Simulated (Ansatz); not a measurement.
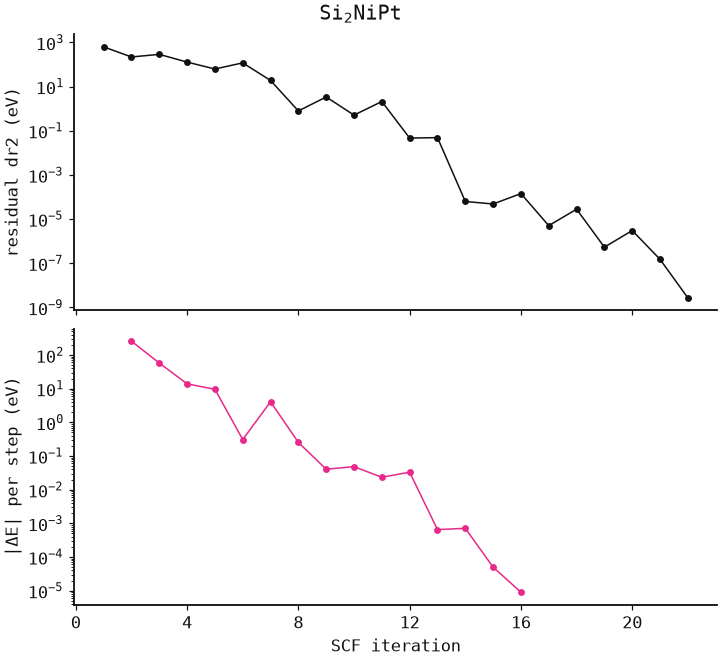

The plot shows the SCF iterations of a calculation: density residual dr2, step-to-step change of the Harris–Foulkes energy. Energy differences below 3 × 10⁻⁶ eV aren't drawn. The starting density is a sum of atomic densities corrected by a trained network.

Si₂NiPt (4 atoms in the cell, total charge +10), run with Ansatz.

```
crystal:
  lattice:
    - [3.3084777967, 0.0, 0.0]
    - [0.0, 3.3084777967, 0.0]
    - [0.0, 0.0, 4.8846869235]
  atoms:
    - { symbol: Si, position: [0.5, 0.5, 0.8502560018] }
    - { symbol: Si, position: [0.0, 0.0, 0.1645758067] }
    - { symbol: Ni, position: [0.5, 0.5, 0.3245628961] }
    - { symbol: Pt, position: [0.0, 0.0, 0.6606052954] }
basis:
  ecutwfc: 500
kpoints:
  mp_grid: { grid: [14, 14, 10] }
hamiltonian:
  xc: r2scan
scf:
  occupations: { method: gaussian, width: 0.1 }
  max_iter: 100
output:
  forces: true
  eigenvalues: true
  stress: true
total_charge: 10
```

Launched with:
```bash
ansatz run input.yaml --threads 4 --pin off --max-ram 8192MiB --backend cpu --events-out ev --progress --plain --runs-dir out
```

> How did this run end?

It converged, after 22 iterations. The residual falls unevenly and jumps up by a factor of two or more 5 times on the way down.

> Read the residual at the first and at the last step drawn.

It starts near 600 and ends near 3 × 10⁻⁹ eV.

> Is anything amiss with this input?

The input holds a fault (a charge that the system can't hold). The SCF closed all the same, which doesn't make the results meaningful for the real system.
